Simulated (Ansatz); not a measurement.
## Ir wire along [110], 37 atoms a period: bands along the axis

Wanted: the relaxed geometry and the bands of the Ir wire along [110], 37 atoms a period.

Main program and level: Ansatz 0.2.0; DFT PBE, plane waves, PAW; relaxation of a wire's period; PAW set soft_1, in the first sound run; inputs show where later runs differ.

**1. The starting structure**

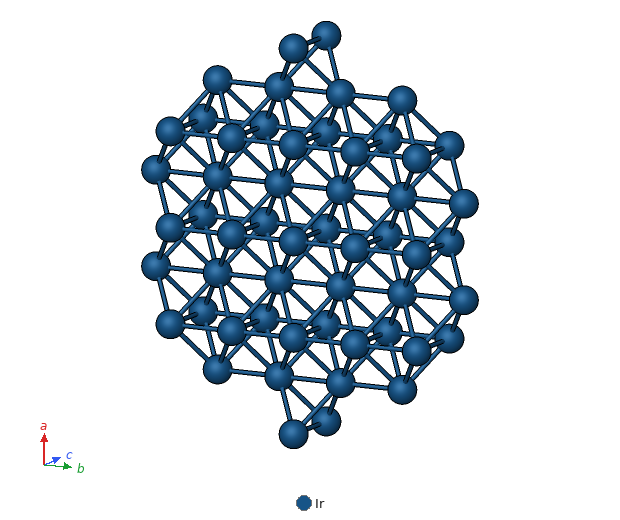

Start, viewed at a slant to the c axis; iridium blue. Some periodic images of atoms are drawn too.

The cell holds 37 atoms: 37 Ir. Its edges and angles: a = 22.280 Å, b = 20.483 Å, c = 2.737 Å, α = 90.0°, β = 90.0°, γ = 90.0°. Vacuum lies along a and b. The structure's axis is c.

**2. Relaxation of atoms and period**

Band widths follow the bond lengths, so the wire is relaxed first. The atoms and the third cell vector are free; the box across stays fixed as vacuum. A Fermi-Dirac smearing is set since the result may be a metal. The pressure printed is a third of the stress's trace over the whole box, vacuum included; only the stress along the axis is relaxed.

The input, input.yaml:

```yaml
crystal:
  lattice:
    - [22.28, 0.0, 0.0]
    - [0.0, 20.483, 0.0]
    - [0.0, 0.0, 2.7365032432]
  atoms:
    - { symbol: Ir, position: [0.152603232, 0.499988191, 0.0] }
    - { symbol: Ir, position: [0.326301616, 0.366389438, 0.0] }
    - { symbol: Ir, position: [0.326301616, 0.232790686, 0.0] }
    - { symbol: Ir, position: [0.326301616, 0.499988191, 0.0] }
    - { symbol: Ir, position: [0.5, 0.366389438, 0.0] }
    - { symbol: Ir, position: [0.5, 0.232790686, 0.0] }
    - { symbol: Ir, position: [0.5, 0.499988191, 0.0] }
    - { symbol: Ir, position: [0.673698384, 0.366389438, 0.0] }
    - { symbol: Ir, position: [0.673698384, 0.232790686, 0.0] }
    - { symbol: Ir, position: [0.673698384, 0.499988191, 0.0] }
    - { symbol: Ir, position: [0.847396768, 0.499988191, 0.0] }
    - { symbol: Ir, position: [0.239452424, 0.299590062, 0.5] }
    - { symbol: Ir, position: [0.239452424, 0.433188814, 0.5] }
    - { symbol: Ir, position: [0.239452424, 0.566787567, 0.5] }
    - { symbol: Ir, position: [0.239452424, 0.700386319, 0.5] }
    - { symbol: Ir, position: [0.413150808, 0.16599131, 0.5] }
    - { symbol: Ir, position: [0.413150808, 0.299590062, 0.5] }
    - { symbol: Ir, position: [0.413150808, 0.433188814, 0.5] }
    - { symbol: Ir, position: [0.413150808, 0.566787567, 0.5] }
    - { symbol: Ir, position: [0.413150808, 0.700386319, 0.5] }
    - { symbol: Ir, position: [0.413150808, 0.833985071, 0.5] }
    - { symbol: Ir, position: [0.586849192, 0.16599131, 0.5] }
    - { symbol: Ir, position: [0.586849192, 0.299590062, 0.5] }
    - { symbol: Ir, position: [0.586849192, 0.433188814, 0.5] }
    - { symbol: Ir, position: [0.586849192, 0.566787567, 0.5] }
    - { symbol: Ir, position: [0.586849192, 0.700386319, 0.5] }
    - { symbol: Ir, position: [0.586849192, 0.833985071, 0.5] }
    - { symbol: Ir, position: [0.760547576, 0.299590062, 0.5] }
    - { symbol: Ir, position: [0.760547576, 0.433188814, 0.5] }
    - { symbol: Ir, position: [0.760547576, 0.566787567, 0.5] }
    - { symbol: Ir, position: [0.760547576, 0.700386319, 0.5] }
    - { symbol: Ir, position: [0.326301616, 0.633586943, 0.0] }
    - { symbol: Ir, position: [0.326301616, 0.767185695, 0.0] }
    - { symbol: Ir, position: [0.5, 0.633586943, 0.0] }
    - { symbol: Ir, position: [0.5, 0.767185695, 0.0] }
    - { symbol: Ir, position: [0.673698384, 0.633586943, 0.0] }
    - { symbol: Ir, position: [0.673698384, 0.767185695, 0.0] }
kpoints:
  mp_grid: { grid: [1, 1, 30] }
scf:
  occupations: { method: fermi_dirac, width: 0.05 }
hamiltonian:
  xc: pbe
  pseudopotentials: { kind: paw, azcp: { folder: soft_1 } }
relax:
  cell: { fix: [a, b, alpha, beta, gamma] }
  max_steps: 45
  f_tol: 0.03
```

Run with:

```
$ ansatz run input.yaml --threads 16 --pin off --max-ram 61440MiB --backend cuda --events-out ev --progress --plain --runs-dir out --max-vram 78GiB
```

Numbers of over 12 decimals in the logs are rounded to 6 here.

What it wrote:

```text
Engine: ansatz 0.2.0, aarch64-unknown-linux-gnu
Pseudopotentials: kind: paw
Pseudopotential: Ir, paw, valence charge 17, recommended cutoff 420 eV (normal), soft_1/Ir.paw.azcp
Functional definition: PBE
  parameter kappa = 0.804
  parameter beta = 0.066725
  exchange = pbe_x(kappa = kappa, mu = beta*pi^2/3)
  correlation = pbe_c(beta = beta)
[...]
Crystal: 37 atoms, lattice volume = 1248.834 Å³
Basis set: ecut = 420 eV, 24555 PW (Γ), exchange–correlation on 300×288×40 points (8 copies of the dense FFT grid, shifted against one another)
Bands: 378, of which v1, the nominal top of the filled ones, is band 315 counted from 1 (314 counted from 0)
Symmetry: 8 space group operations
Space group: Pmmm (ITA 47), of the structure as read, at distance tolerance 1.1e-4 Å
k-points: 16 of 30
Non-local potential: Ir, projectors of the file, l = 0: 3, l = 1: 2, l = 2: 2, l = 3: 1
PAW form: soft (Blöchl's): semilocal exchange-correlation on the pseudo side does not see the compensation charge
PAW one-centre angular grid: Ir, 590 points (default); XC on 64 Gauss nodes
Initial density: superposition of atomic densities (neutral atoms: chi_scale 0, normalization atom)
Initial wavefunctions: pseudopotential atomic-orbital guess
[...]
Functional: x = pbe(κ = 0.804, μ = 0.219515), c = pbe(β = 0.066725)
SCF iter   1: F=—  HF=-441642.364994 eV  |F-HF|=—  |Δ(HF+E_count)|=         —  Δρ=3.39e-2  dr2=2.31e1  ethr=3.10e-3  ⟨swp⟩=7.4  Hψ=24776  notcnv=0  defer=201
preconditioner: auto → LDOS  [metal: Δε(μ)=0.002 eV  Ē_g=5.888 eV  σ=0.050 eV  W_gap=0.01  n_scr=252 (ndim 8)  ℏωp=19.2 eV  f_vac=0.480  D(μ)=46.05/eV (n_scr^D=348)  β→1.0]
SCF iter   2: F=—  HF=-441642.343942 eV  |F-HF|=—  |Δ(HF+E_count)|=   2.11e-2  Δρ=3.05e-2  dr2=2.23e1  ethr=3.10e-3  ⟨swp⟩=3.5  Hψ=15638  notcnv=0  defer=375
[...]
SCF iter  12: F=-441637.047530 eV  HF=-441637.047530 eV  |F-HF|=3.39e-8  |Δ(HF+E_count)|=   5.61e-8  Δρ=1.36e-6  dr2=6.51e-8  ethr=1.59e-11  ⟨swp⟩=5.0  Hψ=21368  notcnv=0
SCF 1 converged in 12 iterations: F = -441637.047530 eV  dr2 = 6.51e-8
  greatest PAW one-centre occupation: 1.000 electrons in one spin orbital (limit 2), on the Ir atom at site 24 (counted from 0), in its partial waves of l = 0
relax step   1: F+E_penalty+E_count = -441637.04752965 eV  Δ(F+E_penalty+E_count) = +0.000e0 eV  max|allowed force component| = 2.346e0 eV/Å  Δτ_max = 0.0000 Å  P = -5.433 GPa  Ω = 1248.834 Å³  fix = [a, b, alpha, beta, gamma]  reactions: a -5.204, b -4.798 GPa  (12 SCF iters, dr2 threshold 1.00e-7 eV, accepted)
[...]
Crystal: 37 atoms, lattice volume = 1212.056 Å³
Basis set: ecut = 420 eV, 23895 PW (Γ), exchange–correlation on 300×288×40 points (8 copies of the dense FFT grid, shifted against one another)
[...]
iter 1 solved again at ethr=1.84e-3 eV; its pass at ethr=3.10e-3 eV (dr2=1.16e1 eV) is discarded
SCF iter   1: F=—  HF=-441639.334850 eV  |F-HF|=—  |Δ(HF+E_count)|=         —  Δρ=1.54e-2  dr2=1.15e1  ethr=1.84e-3  ⟨swp⟩=2.6  Hψ=31225  notcnv=0
preconditioner: auto → LDOS  [metal: Δε(μ)=0.006 eV  Ē_g=6.157 eV  σ=0.050 eV  W_gap=0.03  n_scr=240 (ndim 8)  ℏωp=19.5 eV  f_vac=0.498  D(μ)=45.59/eV (n_scr^D=340)  β→1.0]
SCF iter   2: F=—  HF=-441638.983114 eV  |F-HF|=—  |Δ(HF+E_count)|=   3.52e-1  Δρ=5.85e-3  dr2=5.65e-1  ethr=1.83e-3  ⟨swp⟩=2.8  Hψ=7903  notcnv=0
[...]
SCF iter   9: F=-441638.909100 eV  HF=-441638.909100 eV  |F-HF|=1.04e-7  |Δ(HF+E_count)|=   1.17e-6  Δρ=5.54e-6  dr2=7.42e-7  ethr=5.88e-10  ⟨swp⟩=4.9  Hψ=20469  notcnv=0
SCF 2 converged in 9 iterations: F = -441638.909100 eV  dr2 = 7.42e-7
  greatest PAW one-centre occupation: 1.000 electrons in one spin orbital (limit 2), on the Ir atom at site 35 (counted from 0), in its partial waves of l = 0
relax step   2: F+E_penalty+E_count = -441638.90909972 eV  Δ(F+E_penalty+E_count) = -1.862e0 eV  max|allowed force component| = 9.689e-1 eV/Å  Δτ_max = 0.1949 Å  P = +2.447 GPa  Ω = 1212.056 Å³  energy of the carried Pulay correction = +7.839e-3 eV  fix = [a, b, alpha, beta, gamma]  reactions: a +1.214, b +1.221 GPa  (9 SCF iters, dr2 threshold 3.70e-6 eV, accepted)
[...]
Crystal: 37 atoms, lattice volume = 1232.494 Å³
[...]
iter 1 solved again at ethr=4.78e-5 eV; its pass at ethr=3.10e-3 eV (dr2=3.01e-1 eV) is discarded
[...]
SCF 3 converged in 7 iterations: F = -441639.434075 eV  dr2 = 2.07e-6
[...]
SCF 4 converged in 7 iterations: F = -441639.490051 eV  dr2 = 9.25e-7
[...]
SCF 5 converged in 7 iterations: F = -441639.506774 eV  dr2 = 3.01e-7
[...]
SCF 6 converged in 7 iterations: F = -441639.507568 eV  dr2 = 1.01e-7
[...]
SCF 7 converged in 7 iterations: F = -441639.509147 eV  dr2 = 1.37e-8
[...]
SCF 8 converged in 6 iterations: F = -441639.504748 eV  dr2 = 6.98e-11
[...]
SCF converged after 6 iterations
[...]
--- Relaxed structure (7 steps of the walk, 7 accepted, 1 SCFs on fresh bases) ---
  F+E_penalty+E_count = -441639.50474797 eV   max|allowed force component| = 9.711e-3 eV/Å   (the final SCF, on the basis selected at the relaxed cell)
  cell:  # Å, volume = 1230.6273 Å³
    - [22.28, 0.0, 0.0]
    - [0.0, 20.483, 0.0]
    - [0.0, 0.0, 2.696608]
  atoms:
    - { symbol: Ir, position: [0.164669, 0.499988, 0.0] }
    - { symbol: Ir, position: [0.325831, 0.368365, 0.0] }
    - { symbol: Ir, position: [0.327949, 0.234268, 0.0] }
    - { symbol: Ir, position: [0.324444, 0.499988, 0.0] }
    - { symbol: Ir, position: [0.500000, 0.368191, 0.0] }
    - { symbol: Ir, position: [0.500000, 0.227641, 0.0] }
    - { symbol: Ir, position: [0.500000, 0.499988, 0.0] }
    - { symbol: Ir, position: [0.674169, 0.368365, 0.0] }
    - { symbol: Ir, position: [0.672051, 0.234268, 0.0] }
    - { symbol: Ir, position: [0.675556, 0.499988, 0.0] }
    - { symbol: Ir, position: [0.835331, 0.499988, 0.0] }
    - { symbol: Ir, position: [0.246736, 0.298841, 0.5] }
    - { symbol: Ir, position: [0.235857, 0.426950, 0.5] }
    - { symbol: Ir, position: [0.235857, 0.573027, 0.5] }
    - { symbol: Ir, position: [0.246736, 0.701135, 0.5] }
    - { symbol: Ir, position: [0.411600, 0.172192, 0.5] }
    - { symbol: Ir, position: [0.415169, 0.300389, 0.5] }
    - { symbol: Ir, position: [0.411464, 0.432641, 0.5] }
    - { symbol: Ir, position: [0.411464, 0.567336, 0.5] }
    - { symbol: Ir, position: [0.415169, 0.699587, 0.5] }
    - { symbol: Ir, position: [0.411600, 0.827784, 0.5] }
    - { symbol: Ir, position: [0.588400, 0.172192, 0.5] }
    - { symbol: Ir, position: [0.584831, 0.300389, 0.5] }
    - { symbol: Ir, position: [0.588536, 0.432641, 0.5] }
    - { symbol: Ir, position: [0.588536, 0.567336, 0.5] }
    - { symbol: Ir, position: [0.584831, 0.699587, 0.5] }
    - { symbol: Ir, position: [0.588400, 0.827784, 0.5] }
    - { symbol: Ir, position: [0.753264, 0.298841, 0.5] }
    - { symbol: Ir, position: [0.764143, 0.426950, 0.5] }
    - { symbol: Ir, position: [0.764143, 0.573027, 0.5] }
    - { symbol: Ir, position: [0.753264, 0.701135, 0.5] }
    - { symbol: Ir, position: [0.325831, 0.631611, 0.0] }
    - { symbol: Ir, position: [0.327949, 0.765708, 0.0] }
    - { symbol: Ir, position: [0.500000, 0.631785, 0.0] }
    - { symbol: Ir, position: [0.500000, 0.772336, 0.0] }
    - { symbol: Ir, position: [0.674169, 0.631611, 0.0] }
    - { symbol: Ir, position: [0.672051, 0.765708, 0.0] }
```

Elapsed: 22 s, on 1 × NVIDIA GB200 with 16 threads of Arm Neoverse V2, shared host; peak memory 1.6 GiB.

Step by step:

| step | energy less that of the first step (eV) | largest force component (eV/Å) | pressure (GPa) | volume (Å³) |
| --- | --- | --- | --- | --- |
| 1 | 0.0000 | 2.3456 | -5.43 | 1248.83 |
| 2 | -1.8616 | 0.9689 | 2.45 | 1212.06 |
| 3 | -2.3865 | 0.2976 | -0.04 | 1232.49 |
| 4 | -2.4425 | 0.1500 | -0.04 | 1232.39 |
| 5 | -2.4592 | 0.0518 | -0.02 | 1230.70 |
| 6 | -2.4600 | 0.0357 | 0.00 | 1230.90 |
| 7 | -2.4616 | 0.0097 | -0.01 | 1230.63 |
| 8 | -2.4572 | 0.0097 | -0.01 | 1230.63 |

The log counts 1 steps on a newly chosen plane-wave basis, not all of them marked here; energy and pressure can jump at such steps.

Forces are held to the 8 operations that the run works with; a distortion that breaks them can't arise in this run.

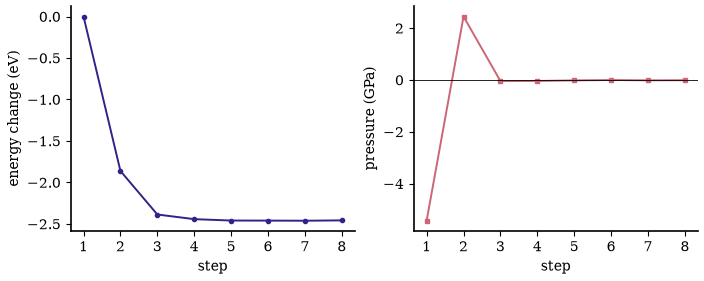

Energy and pressure along the relaxation.

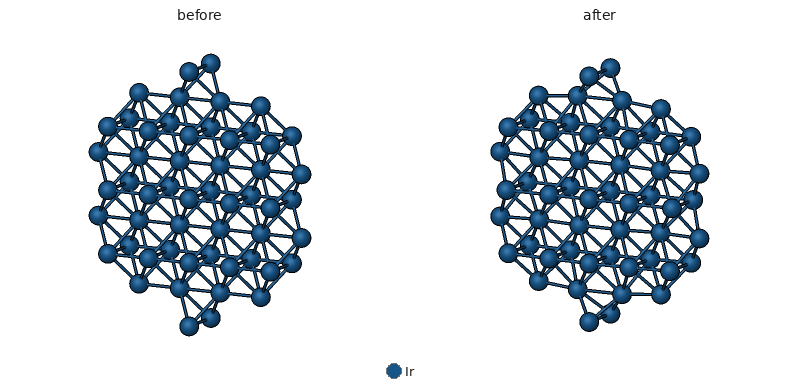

The structure before and after the relaxation, drawn at the same scale.

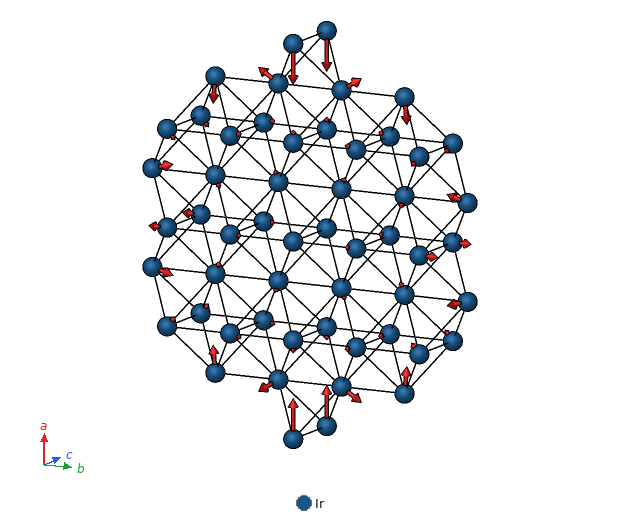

Displacements in the relaxation, exaggerated, measured against the changing cell; the longest in the cell stands for 0.27 Å. Some periodic images of atoms are drawn too.

| cell as run | before | after | change |
| --- | --- | --- | --- |
| c (Å) | 2.737 | 2.697 | -1.5 % |

The atoms that moved most (Å, along periodic axes as changes of fractional coordinates times the final cell, across vacuum about the mean position):

| atom | dx | dy | dz | length |
| --- | --- | --- | --- | --- |
| Ir1 | 0.269 | 0.000 | 0.000 | 0.269 |
| Ir11 | -0.269 | 0.000 | 0.000 | 0.269 |
| Ir31 | -0.162 | 0.015 | 0.000 | 0.163 |
| Ir15 | 0.162 | 0.015 | 0.000 | 0.163 |
| Ir28 | -0.162 | -0.015 | 0.000 | 0.163 |
| Ir12 | 0.162 | -0.015 | 0.000 | 0.163 |
| Ir14 | -0.080 | 0.128 | 0.000 | 0.151 |
| Ir30 | 0.080 | 0.128 | 0.000 | 0.151 |

Numbers from this step:

- energy at zero smearing: -441639.3245 eV
- cell length along the wire: 2.697 Å

The cell's length comes to 2.697 Å with spin left out.

**3. Bands of the perfect wire**

This step: DFT PBE, plane waves, PAW; bands of a perfect wire; PAW set soft_1 (Ansatz 0.2.0).

At the relaxed period the bands are computed along the axis; those that cross an energy going forward count the channels that a perfect wire would open there.

The input, input.yaml:

```yaml
crystal:
  lattice:
    - [22.28, 0.0, 0.0]
    - [0.0, 20.483, 0.0]
    - [0.0, 0.0, 2.6966078054]
  atoms:
    - { symbol: Ir, position: [0.164669268, 0.499988191, 0.0] }
    - { symbol: Ir, position: [0.32583112, 0.368364995, 0.0] }
    - { symbol: Ir, position: [0.327948698, 0.234268153, 0.0] }
    - { symbol: Ir, position: [0.324443869, 0.499988191, 0.0] }
    - { symbol: Ir, position: [0.5, 0.368191344, 0.0] }
    - { symbol: Ir, position: [0.5, 0.227640824, 0.0] }
    - { symbol: Ir, position: [0.5, 0.499988191, 0.0] }
    - { symbol: Ir, position: [0.67416888, 0.368364995, 0.0] }
    - { symbol: Ir, position: [0.672051302, 0.234268153, 0.0] }
    - { symbol: Ir, position: [0.675556131, 0.499988191, 0.0] }
    - { symbol: Ir, position: [0.835330732, 0.499988191, 0.0] }
    - { symbol: Ir, position: [0.246736295, 0.298841081, 0.5] }
    - { symbol: Ir, position: [0.235857268, 0.426949663, 0.5] }
    - { symbol: Ir, position: [0.235857268, 0.573026718, 0.5] }
    - { symbol: Ir, position: [0.246736295, 0.7011353, 0.5] }
    - { symbol: Ir, position: [0.411600151, 0.172192428, 0.5] }
    - { symbol: Ir, position: [0.415168736, 0.30038925, 0.5] }
    - { symbol: Ir, position: [0.411464353, 0.432640702, 0.5] }
    - { symbol: Ir, position: [0.411464353, 0.567335679, 0.5] }
    - { symbol: Ir, position: [0.415168736, 0.699587131, 0.5] }
    - { symbol: Ir, position: [0.411600151, 0.827783953, 0.5] }
    - { symbol: Ir, position: [0.588399849, 0.172192428, 0.5] }
    - { symbol: Ir, position: [0.584831264, 0.30038925, 0.5] }
    - { symbol: Ir, position: [0.588535647, 0.432640702, 0.5] }
    - { symbol: Ir, position: [0.588535647, 0.567335679, 0.5] }
    - { symbol: Ir, position: [0.584831264, 0.699587131, 0.5] }
    - { symbol: Ir, position: [0.588399849, 0.827783953, 0.5] }
    - { symbol: Ir, position: [0.753263705, 0.298841081, 0.5] }
    - { symbol: Ir, position: [0.764142732, 0.426949663, 0.5] }
    - { symbol: Ir, position: [0.764142732, 0.573026718, 0.5] }
    - { symbol: Ir, position: [0.753263705, 0.7011353, 0.5] }
    - { symbol: Ir, position: [0.32583112, 0.631611386, 0.0] }
    - { symbol: Ir, position: [0.327948698, 0.765708228, 0.0] }
    - { symbol: Ir, position: [0.5, 0.631785037, 0.0] }
    - { symbol: Ir, position: [0.5, 0.772335557, 0.0] }
    - { symbol: Ir, position: [0.67416888, 0.631611386, 0.0] }
    - { symbol: Ir, position: [0.672051302, 0.765708228, 0.0] }
kpoints:
  mp_grid: { grid: [1, 1, 30] }
  band_path: { path: ["Γ", Z], npoints: 90 }
scf:
  occupations: { method: fermi_dirac, width: 0.05 }
hamiltonian:
  xc: pbe
  pseudopotentials: { kind: paw, azcp: { folder: soft_1 } }
output:
  dos: { e_range: [-5, 4] }
  write_potential: true
  write_density: true
  volumetric_format: npy
```

What it wrote:

```text
[...]
Crystal: 37 atoms, lattice volume = 1230.627 Å³
Basis set: ecut = 420 eV, 24223 PW (Γ)
Bands: 378, of which v1, the nominal top of the filled ones, is band 315 counted from 1 (314 counted from 0)
Symmetry: 8 space group operations
[...]
k-points: 16 of 30
[...]
SCF iter   1: F=—  HF=-441645.007848 eV  |F-HF|=—  |Δ(HF+E_count)|=         —  Δρ=3.41e-2  dr2=2.47e1  ethr=3.10e-3  ⟨swp⟩=7.8  Hψ=25103  notcnv=0  defer=199
[...]
SCF iter   6: F=—  HF=-441639.513985 eV  |F-HF|=—  |Δ(HF+E_count)|=   3.97e-3  Δρ=3.37e-4  dr2=2.93e-3  ethr=3.52e-6  ⟨swp⟩=3.0  Hψ=10876  notcnv=0  defer=390
[...]
SCF iter  10: F=—  HF=-441639.504880 eV  |F-HF|=—  |Δ(HF+E_count)|=   9.21e-7  Δρ=8.19e-6  dr2=2.00e-6  ethr=1.70e-9  ⟨swp⟩=2.2  Hψ=8603  notcnv=0  defer=390
[...]
SCF iter  12: F=-441639.504881 eV  HF=-441639.504881 eV  |F-HF|=3.92e-8  |Δ(HF+E_count)|=   1.17e-7  Δρ=1.29e-6  dr2=6.60e-8  ethr=1.59e-11  ⟨swp⟩=12.4  Hψ=25373  notcnv=0
SCF 1 converged in 12 iterations: F = -441639.504881 eV  dr2 = 6.60e-8
[...]
NSCF: frozen V_eff on 91 k-points
[...]
SCF converged after 12 iterations
[...]
```

The job ended after 17 s (1 × NVIDIA GB200 with 16 threads; peak memory 3.8 GiB).

The column dr2 measures how far the density is from self-consistency, as an energy; F and HF (Harris–Foulkes) agree once it is small.

Numbers from this step:

```
energy at zero smearing                 : -441639.3246 eV
band gap on the path through both edges : 0 eV
```

The electronic bands at the labelled points (eV, zero at the Fermi level; # counts the bands kept):

| point | #45 | #46 | #47 | #48 | #49 | #50 | #51 | #52 |
| --- | --- | --- | --- | --- | --- | --- | --- | --- |
| Γ | -0.11 | -0.08 | -0.03 | -0.02 | 0.01 | 0.04 | 0.04 | 0.07 |
| Z | 0.93 | 0.99 | 1.01 | 1.03 | 1.10 | 1.11 | 1.11 | 1.16 |

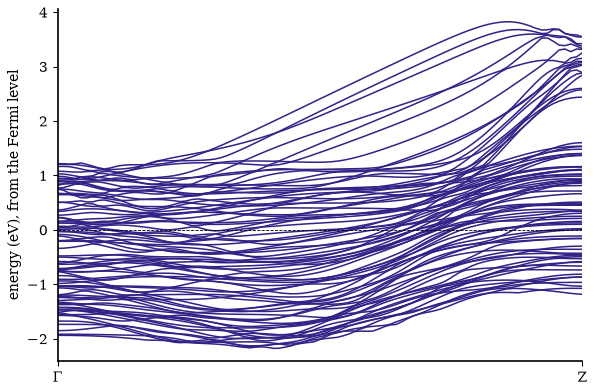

Electronic bands along the path.

Between Γ and Z the bands cross the Fermi level 35 times, so a perfect wire would conduct at least 35 G₀, with spin left out.

**4. Outcome**

- cell length, PBE: 2.697 Å
- ballistic conductance by band crossings, a lower bound, PBE: 35 G₀

In words: Under PBE the cell's length is 2.70 Å, and the bands cross the Fermi level 35 times between Γ and Z, which gives a perfect wire at least 35 G₀ (opposite crossings within one step of the path cancel in such a count). No spin was allowed, though thin wires with open d shells can turn magnetic. Spin-orbit coupling is left out, which matters for the bands of heavy atoms.

[Logs are printed without paths, hosts, clocks, repeated set-up lines and the standing remarks that a program may print on its own settings, such as how far it seeks lower states.]

[Hosts, paths, dates, database ids (printed as entryN), source tags and the programs' standing remarks are cut or masked in the printed files.]
